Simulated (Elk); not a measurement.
# NiI2: which magnetic order is lowest, part 2 of 3

Does NiI2 prefer parallel or opposed moments, or none?

Elk 11.2.3 (patched build); LDA (Perdew-Wang); all-electron APW+lo, Dirac cores, scalar-relativistic bands.

So far, largest spin moment in the muffin-tin sphere (μB): step 2 (order 1, typed as ferro +) 1.05.

The database entry behind the starting cell differs from later determinations by our own check (an axis about 0.9 % short against later determinations), so it need not match the best structure at ambient conditions.

## 3. Start 2: antiferro q=(0,0,1/2) +-

An opposed order shows whether the pairs that it reverses prefer unlike signs.

The cell is doubled to 6 atoms to hold this order. Its mesh is chosen so that both cells sample the same points.

File elk.in:

```
tasks
  0

xctype
  3

rgkmax
  7.0

nempty
  14

swidth
  0.003

reducebf
  0.6

epsengy
  1e-05

maxscl
  100

lmaxi
  3

spinpol
  .true.

sppath
  './'

avec
  3.67740703852 2.12315194353 12.36762757703
  -3.67740703852 2.12315194353 12.36762757703
  0.00000000000 -8.49260777449 24.73525515406

atoms
  2
  'Ni.in'
  2
  0.0000000000 0.0000000000 0.0000000000   0.000000 0.000000 -0.150000
  0.0000000000 0.0000000000 0.5000000000   0.000000 0.000000 0.150000
  'I.in'
  4
  0.2500000000 0.2500000000 0.1250000000   0.000000 0.000000 0.000000
  0.2500000000 0.2500000000 0.6250000000   0.000000 0.000000 0.000000
  0.7500000000 0.7500000000 0.3750000000   0.000000 0.000000 0.000000
  0.7500000000 0.7500000000 0.8750000000   0.000000 0.000000 0.000000

ngridk
  6 6 3
```

Started as:

```console
$ OMP_NUM_THREADS=2 elk
```

Numbers of over 12 decimals in the logs are rounded to 6 here.

Output:

```text
Warning(gndstate): core states of species 1 leak from the muffin-tin :   0.2848736891E-03
Warning(gndstate): core states of species 2 leak from the muffin-tin :   0.1964531033E-03

--- INFO.OUT ---
┌─────────────────────────┐
│ Elk code version 11.2.3 │
└─────────────────────────┘

All units are atomic (Hartree, Bohr, etc.)

┌─────────────────────────────────────────────────┐
│ Ground-state run starting from atomic densities │
└─────────────────────────────────────────────────┘

Lattice vectors :
   3.677407039       2.123151944       12.36762758
  -3.677407039       2.123151944       12.36762758
   0.000000000      -8.492607774       24.73525515

Species : 1 (Ni)
 parameters loaded from : Ni.in
 name : nickel
 nuclear charge    :   -28.00000000
 electronic charge :    28.00000000
 atomic mass :    106991.5231
 muffin-tin radius :    2.400000000
 number of radial points in muffin-tin :    497
 inner part over the whole radius :   0.9944305101E-02
 number on inner part of muffin-tin    :    351
 approximate nuclear radius :   0.7325707712E-04
 number of mesh points to nuclear radius :    168
 atomic positions (lattice), magnetic fields (Cartesian) :
  1 :   0.00000000  0.00000000  0.00000000    0.00000000  0.00000000 -0.15000000
  2 :   0.00000000  0.00000000  0.50000000    0.00000000  0.00000000  0.15000000

Species : 2 (I)
 parameters loaded from : I.in
 name : iodine
 nuclear charge    :   -53.00000000
 electronic charge :    53.00000000
 atomic mass :    231332.6972
 muffin-tin radius :    2.600000000
 number of radial points in muffin-tin :    597
 inner part over the whole radius :   0.9964907323E-02
 number on inner part of muffin-tin    :    426
 approximate nuclear radius :   0.9002358621E-04
 number of mesh points to nuclear radius :    216
 atomic positions (lattice), magnetic fields (Cartesian) :
  1 :   0.25000000  0.25000000  0.12500000    0.00000000  0.00000000  0.00000000
  2 :   0.25000000  0.25000000 -0.37500000    0.00000000  0.00000000  0.00000000
  3 :  -0.25000000 -0.25000000  0.37500000    0.00000000  0.00000000  0.00000000
  4 :  -0.25000000 -0.25000000 -0.12500000    0.00000000  0.00000000  0.00000000

Total number of atoms per unit cell :    6
Total muffin-tin volume :    410.3003781
 ratio of muffin-tin to unit cell volume :   0.3540882322

Spin treatment :
 spin-polarised
 global magnetic field (Cartesian) :    0.000000000       0.000000000       0.000000000
 collinear magnetisation in z-direction

Number of Bravais lattice symmetries :    4
Number of crystal symmetries         :    8
Crystal has inversion symmetry
Real symmetric eigensolver will be used

k-point grid :      6     6     3
k-point offset :    0.000000000       0.000000000       0.000000000
k-point set is reduced with full crystal symmetry group
Total number of k-points :       34

Muffin-tin radius times maximum |G+k| :    7.000000000
 using average radius
Maximum |G+k| for APW functions       :    2.763157895
Maximum (1/2)|G+k|²                   :    3.817520776
Maximum |G| for potential and density :    12.00000000
Constant for pseudocharge density :    8
 order of it for each species :   15  15
 order of it for pair densities of each species (exact exchange by exxq0 0: 15) :    8  10
Radial integration step length :    1

G-vector grid sizes :     50    50   100
Number of G-vectors :    33659

Maximum angular momentum used for
 APW functions            :    8
 outer part of muffin-tin :    6
 inner part of muffin-tin :    3

Number of empty states         :     84
Total number of valence states :    270
Total number of core states    :    168

Third-order local-orbitals added for an l without core states : T
Total number of local-orbitals :    104

Exchange-correlation functional :      3     0     0
 Perdew-Wang/Ceperley-Alder, Phys. Rev. B 45, 13244 (1992)
 gradient requirement :    0
 local density approximation (LDA)

Smearing type :    3
 Fermi-Dirac
Smearing width :   0.3000000000E-02
Effective electronic temperature (K) :    947.3250744

Mixing type :    3
 Broyden mixing, J. Phys. A: Math. Gen. 17, L317 (1984)

Kohn-Sham potential initialised from atomic data

┌──────────────────────────────┐
│ Self-consistent loop started │
└──────────────────────────────┘

┌─────────────────┐
│ Loop number : 1 │
└─────────────────┘

Energies :
 Fermi                       :     0.12716915237265E-01
 sum of occupied eigenvalues :     -19120.010602892
 electron kinetic            :      33241.073855983
 core electron kinetic       :      32149.965917156
 Coulomb                     :     -63905.053673317
 Coulomb potential           :     -51210.445779890
 nuclear-nuclear             :     -2992.6116421764
 electron-nuclear            :     -70669.413705538
 Hartree                     :      9756.9716743975
 Madelung                    :     -38299.830783372
 xc potential                :     -1150.5614154900
 xc effective B-field        :    -0.19634352988545E-01
 external B-field            :      0.000000
 exchange                    :     -801.53675571752
 correlation                 :     -25.351706903779
 electron entropic           :    -0.50731617384866E-02
 total energy                :     -31490.873353117
 (external B-field energy excluded from total)

Density of states at Fermi energy :    181.6729733
 (states/Hartree/unit cell)

Estimated indirect band gap :   0.3179396051E-03
 from k-point 32 to k-point 24
Estimated direct band gap   :   0.7269048143E-03
 at k-point 20

Charges :
 core                        :    168.0000000
 valence                     :    100.0000000
 interstitial                :    10.05151898
 muffin-tins (core leakage)
  species : 1 (Ni)
   atom 1                    :    27.87241956     (  0.2689047877E-03)
   atom 2                    :    27.87241956     (  0.2689047877E-03)
  species : 2 (I)
   atom 1                    :    50.55091047     (  0.2022981863E-03)
   atom 2                    :    50.55091047     (  0.2022981863E-03)
   atom 3                    :    50.55091047     (  0.2022981863E-03)
   atom 4                    :    50.55091047     (  0.2022981863E-03)
 total in muffin-tins        :    257.9484810
 total calculated charge     :    267.9969084
 total charge                :    268.0000000
 error                       :   0.3091615973E-02

Moments :
 interstitial                :   0.1246735261E-16
 muffin-tins
  species : 1 (Ni)
   atom 1                    :   0.5899014790
   atom 2                    :  -0.5899014790
  species : 2 (I)
   atom 1                    :   0.4696747785E-01
   atom 2                    :  -0.4696747785E-01
   atom 3                    :  -0.4696747785E-01
   atom 4                    :   0.4696747785E-01
 total in muffin-tins        :    0.000000000
 total moment                :   0.1246735261E-16

[... earlier loops left out ...]

┌──────────────────┐
│ Loop number : 19 │
└──────────────────┘

Energies :
 Fermi                       :     0.154233
 sum of occupied eigenvalues :     -19087.718256838
 electron kinetic            :      33232.713934578
 core electron kinetic       :      32151.932334757
 Coulomb                     :     -63897.204743644
 Coulomb potential           :     -51225.891544321
 nuclear-nuclear             :     -2992.6116421764
 electron-nuclear            :     -70638.174054542
 Hartree                     :      9733.5809530741
 Madelung                    :     -38284.258971483
 xc potential                :     -1094.4818574590
 xc effective B-field        :    -0.58789446760589E-01
 external B-field            :      0.000000
 exchange                    :     -800.14555893557
 correlation                 :     -25.304650029013
 electron entropic           :    -0.35824281846264E-02
 total energy                :     -31489.944600459
 (external B-field energy excluded from total)

Density of states at Fermi energy :    116.2633655
 (states/Hartree/unit cell)

Estimated indirect band gap :   0.5507518725E-03
 from k-point 32 to k-point 10
Estimated direct band gap   :   0.2952772683E-02
 at k-point 32

Charges :
 core                        :    168.0000000
 valence                     :    100.0000000
 interstitial                :    10.49449085
 muffin-tins (core leakage)
  species : 1 (Ni)
   atom 1                    :    26.97997594     (  0.2848736891E-03)
   atom 2                    :    26.97997594     (  0.2848736891E-03)
  species : 2 (I)
   atom 1                    :    50.88638932     (  0.1964531033E-03)
   atom 2                    :    50.88638932     (  0.1964531033E-03)
   atom 3                    :    50.88638932     (  0.1964531033E-03)
   atom 4                    :    50.88638932     (  0.1964531033E-03)
 total in muffin-tins        :    257.5055092
 total calculated charge     :    267.9971798
 total charge                :    268.0000000
 error                       :   0.2820156623E-02

Moments :
 interstitial                :   0.3815859354E-16
 muffin-tins
  species : 1 (Ni)
   atom 1                    :    1.039721469
   atom 2                    :   -1.039721469
  species : 2 (I)
   atom 1                    :   0.5922370550E-01
   atom 2                    :  -0.5922370550E-01
   atom 3                    :  -0.5922370550E-01
   atom 4                    :   0.5922370550E-01
 total in muffin-tins        :    0.000000000
 total moment                :   0.3815859354E-16

┌──────────────────────────────┐
│ Self-consistent loop stopped │
└──────────────────────────────┘

Warning : core states of species 1 leak from the muffin-tin :   0.2848736891E-03

Warning : core states of species 2 leak from the muffin-tin :   0.1964531033E-03

Wrote STATE.OUT
```

Elapsed: 10 min, on 2 threads of Arm Neoverse V2, shared host; peak memory 0.37 GiB.

Spin moment in the muffin-tin sphere by atom:

| atom | spin moment in the muffin-tin sphere (μB) |
| --- | --- |
| Ni1 | 1.04 |
| Ni2 | -1.04 |
| I3 | 0.06 |
| I4 | -0.06 |
| I5 | -0.06 |
| I6 | 0.06 |

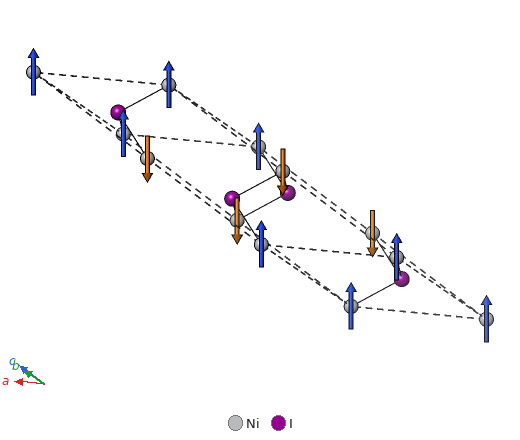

Spin moment in the muffin-tin sphere as arrows, the longest 1.04 μB. Up and down stand for the sign. Arrows give size and sign along the axis of quantisation, drawn up and down the page. The two directions have two colours. Bonds to atoms that aren't drawn are left out. Some periodic images of atoms are drawn too.

This step gave:

```yaml
density_of_states_at_the_fermi_level: 4.273 states/eV/cell
moment_between_the_spheres: 0 μB
magnetization: 0 μB
final_state: antiferromagnetic
```

It lies 13.3 meV a seeded atom under the first start, and its largest moment is 1.04 μB against 1.05 μB.

## 4. Start 3: no spin polarisation

This run holds no moments, which gives a state to set the others against.

File elk.in:

```
tasks
  0

xctype
  3

rgkmax
  7.0

nempty
  14

swidth
  0.003

epsengy
  1e-05

maxscl
  100

lmaxi
  3

sppath
  './'

avec
  3.67740703852 2.12315194353 12.36762757703
  -3.67740703852 2.12315194353 12.36762757703
  0.00000000000 -4.24630388725 12.36762757703

atoms
  2
  'Ni.in'
  1
  0.0000000000 0.0000000000 0.0000000000   0.000000 0.000000 0.000000
  'I.in'
  2
  0.2500000000 0.2500000000 0.2500000000   0.000000 0.000000 0.000000
  0.7500000000 0.7500000000 0.7500000000   0.000000 0.000000 0.000000

ngridk
  6 6 6
```

Started as:

```console
$ OMP_NUM_THREADS=2 elk
```

Output:

```text
Warning(gndstate): core states of species 1 leak from the muffin-tin :   0.2875972001E-03
Warning(gndstate): core states of species 2 leak from the muffin-tin :   0.1959990094E-03

--- INFO.OUT ---
┌─────────────────────────┐
│ Elk code version 11.2.3 │
└─────────────────────────┘

All units are atomic (Hartree, Bohr, etc.)

┌─────────────────────────────────────────────────┐
│ Ground-state run starting from atomic densities │
└─────────────────────────────────────────────────┘

Lattice vectors :
[...]
species : 2 (I)
   atom 1                    :    50.86595830     (  0.1959990094E-03)
   atom 2                    :    50.86595830     (  0.1959990094E-03)
 total in muffin-tins        :    128.7476328
 total calculated charge     :    133.9985378
 total charge                :    134.0000000
 error                       :   0.1462218918E-02

┌──────────────────────────────┐
│ Self-consistent loop stopped │
└──────────────────────────────┘

Warning : core states of species 1 leak from the muffin-tin :   0.2875972001E-03

Warning : core states of species 2 leak from the muffin-tin :   0.1959990094E-03

Wrote STATE.OUT

[key lines of the parts left out:]
total energy                :     -15744.969763451
```

The job ended after 18 s (2 threads; peak memory 0.09 GiB).

Numbers from this step:

- density of states at the Fermi level: 4.525 states/eV/cell
- final state: non-magnetic (no spin polarisation)

It lies 55.7 meV a seeded atom over the first start.

## 5. A faulty input

An input with a fault is tried, to see how the program answers.

File elk.in:

```
tasks
  0

xctype
  3

rgkmax
  2.5

nempty
  14

swidth
  0.003

reducebf
  0.6

epsengy
  1e-05

maxscl
  50

lmaxi
  3

spinpol
  .true.

sppath
  './'

avec
  3.67740703852 2.12315194353 12.36762757703
  -3.67740703852 2.12315194353 12.36762757703
  0.00000000000 -4.24630388725 12.36762757703

atoms
  2
  'Ni.in'
  1
  0.0000000000 0.0000000000 0.0000000000   0.000000 0.000000 -0.150000
  'I.in'
  2
  0.2500000000 0.2500000000 0.2500000000   0.000000 0.000000 0.000000
  0.7500000000 0.7500000000 0.7500000000   0.000000 0.000000 0.000000

ngridk
  6 6 6
```

Started as:

```console
$ OMP_NUM_THREADS=2 elk
```

Output:

```text
Warning(init1): fewer first-variational states than asked for : 63 of 68
 no k-point's basis has more
Warning(gndstate): core states of species 1 leak from the muffin-tin :   0.3537142517E-03
Warning(gndstate): core states of species 2 leak from the muffin-tin :   0.1861674227E-03
Warning(gndstate): degenerate sets left as the solver has them : 44

--- INFO.OUT ---
┌─────────────────────────┐
│ Elk code version 11.2.3 │
└─────────────────────────┘

All units are atomic (Hartree, Bohr, etc.)

┌─────────────────────────────────────────────────┐
│ Ground-state run starting from atomic densities │
└─────────────────────────────────────────────────┘

Lattice vectors :
   3.677407039       2.123151944       12.36762758
  -3.677407039       2.123151944       12.36762758
   0.000000000      -4.246303887       12.36762758

Species : 1 (Ni)
 parameters loaded from : Ni.in
 name : nickel
 nuclear charge    :   -28.00000000
 electronic charge :    28.00000000
 atomic mass :    106991.5231
 muffin-tin radius :    2.400000000
 number of radial points in muffin-tin :    497
 inner part over the whole radius :   0.9944305101E-02
 number on inner part of muffin-tin    :    351
 approximate nuclear radius :   0.7325707712E-04
 number of mesh points to nuclear radius :    168
 atomic positions (lattice), magnetic fields (Cartesian) :
  1 :   0.00000000  0.00000000  0.00000000    0.00000000  0.00000000 -0.15000000

Species : 2 (I)
 parameters loaded from : I.in
 name : iodine
 nuclear charge    :   -53.00000000
 electronic charge :    53.00000000
 atomic mass :    231332.6972
 muffin-tin radius :    2.600000000
 number of radial points in muffin-tin :    597
 inner part over the whole radius :   0.9964907323E-02
 number on inner part of muffin-tin    :    426
 approximate nuclear radius :   0.9002358621E-04
 number of mesh points to nuclear radius :    216
 atomic positions (lattice), magnetic fields (Cartesian) :
  1 :   0.25000000  0.25000000  0.25000000    0.00000000  0.00000000  0.00000000
  2 :  -0.25000000 -0.25000000 -0.25000000    0.00000000  0.00000000  0.00000000

Total number of atoms per unit cell :    3
Total muffin-tin volume :    205.1501891
 ratio of muffin-tin to unit cell volume :   0.3540882322

Spin treatment :
 spin-polarised
 global magnetic field (Cartesian) :    0.000000000       0.000000000       0.000000000
 collinear magnetisation in z-direction

Number of Bravais lattice symmetries :   12
Number of crystal symmetries         :   12
Crystal has inversion symmetry
Real symmetric eigensolver will be used

k-point grid :      6     6     6
k-point offset :    0.000000000       0.000000000       0.000000000
k-point set is reduced with full crystal symmetry group
Total number of k-points :       32

Muffin-tin radius times maximum |G+k| :    2.500000000
 using average radius
Maximum |G+k| for APW functions       :   0.9868421053
Maximum (1/2)|G+k|²                   :   0.4869286704
Maximum |G| for potential and density :    12.00000000
Constant for pseudocharge density :    8
 order of it for each species :   15  15
 order of it for pair densities of each species (exact exchange by exxq0 0: 15) :    2   2
Radial integration step length :    1

G-vector grid sizes :     50    50    50
Number of G-vectors :    16775

Maximum angular momentum used for
 APW functions            :    8
 outer part of muffin-tin :    6
 inner part of muffin-tin :    3

Number of empty states         :     42
Total number of valence states :    126
Total number of core states    :     84

Third-order local-orbitals added for an l without core states : T
Total number of local-orbitals :     52
The smallest basis has 55 of 63 states: zero vectors of 1e4 hartree behind them

Exchange-correlation functional :      3     0     0
 Perdew-Wang/Ceperley-Alder, Phys. Rev. B 45, 13244 (1992)
 gradient requirement :    0
 local density approximation (LDA)

Smearing type :    3
 Fermi-Dirac
Smearing width :   0.3000000000E-02
Effective electronic temperature (K) :    947.3250744

Mixing type :    3
 Broyden mixing, J. Phys. A: Math. Gen. 17, L317 (1984)

Kohn-Sham potential initialised from atomic data

┌──────────────────────────────┐
│ Self-consistent loop started │
└──────────────────────────────┘

[... earlier loops left out ...]

┌──────────────────┐
│ Loop number : 24 │
└──────────────────┘

Energies :
 Fermi                       :     0.278389
 sum of occupied eigenvalues :     -9555.7184477645
 electron kinetic            :      16619.687911711
 core electron kinetic       :      16074.646782699
 Coulomb                     :     -31949.691325458
 Coulomb potential           :     -25628.043690452
 nuclear-nuclear             :     -1496.3058210878
 electron-nuclear            :     -35312.232917670
 Hartree                     :      4858.8474132997
 Madelung                    :     -19135.669480232
 xc potential                :     -547.29234485819
 xc effective B-field        :    -0.70323806363873E-01
 external B-field            :      0.000000
 exchange                    :     -400.15343090578
 correlation                 :     -12.638626848911
 electron entropic           :    -0.53941975928617E-02
 total energy                :     -15742.800865700
 (external B-field energy excluded from total)

Density of states at Fermi energy :    188.6937486
 (states/Hartree/unit cell)

Estimated indirect band gap :   0.3497011242E-03
 from k-point 8 to k-point 4
Estimated direct band gap   :   0.1301048304E-02
 at k-point 8

Charges :
 core                        :    84.00000000
 valence                     :    50.00000000
 interstitial                :    7.135402655
 muffin-tins (core leakage)
  species : 1 (Ni)
   atom 1                    :    27.02329864     (  0.3537142517E-03)
  species : 2 (I)
   atom 1                    :    49.92064935     (  0.1861674227E-03)
   atom 2                    :    49.92064935     (  0.1861674227E-03)
 total in muffin-tins        :    126.8645973
 total calculated charge     :    133.9992951
 total charge                :    134.0000000
 error                       :   0.7049172168E-03

Moments :
 interstitial                :  -0.6552606985E-01
 muffin-tins
  species : 1 (Ni)
   atom 1                    :    1.821380391
  species : 2 (I)
   atom 1                    :   0.2537874917E-01
   atom 2                    :   0.2537874917E-01
 total in muffin-tins        :    1.872137889
 total moment                :    1.806611819

┌──────────────────────────────┐
│ Self-consistent loop stopped │
└──────────────────────────────┘

Warning : core states of species 1 leak from the muffin-tin :   0.3537142517E-03

Warning : core states of species 2 leak from the muffin-tin :   0.1861674227E-03

Warning : degenerate sets left as the solver has them : 44

Wrote STATE.OUT
```

The job ended after 93 s (2 threads; peak memory 0.17 GiB).

The run converged, but its input is faulty, so its numbers are not to be trusted.

The fault in the input: a cutoff far too low.

The largest moment is 1.82 μB against 1.05 μB in the first run, and the free energy lies +59.1 eV from it.

So small a basis of waves describes the states badly; the cutoff must rise until moments and differences stand still.

(Part 2 of 3 ends here.)

[Logs and program files are shortened in this print: banners, set-up blocks, solver, clock and traceback lines can be left out without a mark of their own.]

[Logs are printed without paths, hosts, clocks, repeated set-up lines and the standing remarks that a program may print on its own settings, such as how far it seeks lower states.]

[Hosts, paths, dates, database ids (printed as entryN), source tags and the programs' standing remarks are cut or masked in the printed files.]

[Where a cell is said to come from a database of computed structures, the database is the Materials Project.]
